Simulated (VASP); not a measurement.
Band structure of WSi₂ (MoSi2 type). These are TPSS meta-GGA, VASP's PBE PAW potentials (set 64) (plane waves; VASP 6.6.1) values and carry that method's errors.

Unless said otherwise, spin-orbit coupling is left out, though it shifts the bands of the heavy elements here.

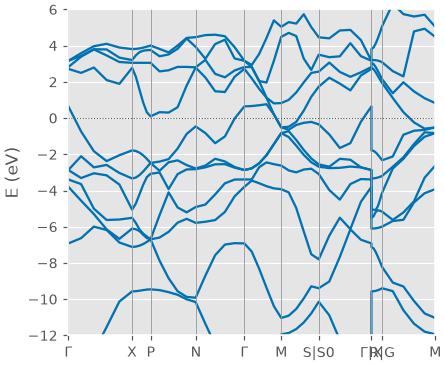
Figure. Bands along high-symmetry lines, zero at the valence-band maximum or, without a gap, the Fermi level

### Question
Read the plot: is there a gap, and where are the band edges?

### Answer
It has no gap at this level: it comes out as a metal or semimetal.

The compound is WSi2 in the MoSi2 type structure. It was relaxed first.
